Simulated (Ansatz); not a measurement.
The compound is NaFeO3 (cubic perovskite) (Pm-3m).

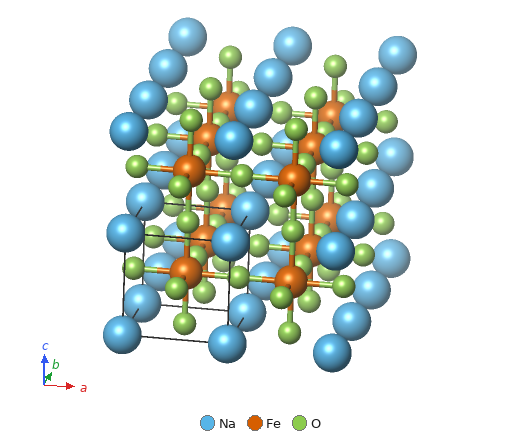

The structure (sodium blue, iron orange, oxygen green). 2×3×2 cells are drawn. Some periodic images of atoms are drawn too.

The structure was built from a prototype and need not be the compound's stable phase.

```
Na Fe O
1.0
     0.00000    0.00000   -3.58762
     0.00000   -3.58762    0.00000
    -3.58762    0.00000    0.00000
Na Fe O
1 1 3
Direct
  0.00000 0.00000 0.00000
  0.50000 0.50000 0.50000
  0.50000 0.50000 0.00000
  0.50000 0.00000 0.50000
  0.00000 0.50000 0.50000
```

The structure was relaxed with LDA. The structure type comes from a generator and need not be one that this composition takes. The structure was generated from a model, not taken from a measurement. The runs that relaxed it are not among those shown. The program's search for lower electronic states was switched off, so nothing shows that the state found is the lowest. PAW set soft_2, made with PBE.

A constrained-RPA run (Ansatz 0.2.0; non-magnetic LDA; Fe d + anion p, bands v11 to c3, 4×4×4 mesh, medium accuracy) builds 14 functions on bands 12 eV wide, with 21.0 electrons in the window. The bare on-site interaction is 25.1 eV and the bare J 0.89 eV.

Estimate U, U′ and J.

On the Fe d shell, U = 13.19 eV (53 % of the bare value), U′ = 11.69 eV, J = 0.75 eV.

The parent state is non-magnetic and the interaction static (zero frequency); U depends on the window and the orbitals, so it belongs to this model alone. A window that holds the anion p bands defines a model with explicit ligands; its U belongs to that model and is not the U of DFT+U.

[Paths, hosts, dates, memory and timing lines, banners, echoed tables and standing remarks are left out of the program output.]

[Logs are printed without paths, hosts, clocks, repeated set-up lines and the standing remarks that a program may print on its own settings, such as how far it seeks lower states.]

[Runs of the session that timed out or met a known fault of the program may be left out.]

[Hosts, paths, dates, database ids (printed as entryN), source tags and the programs' standing remarks are cut or masked in the printed files.]
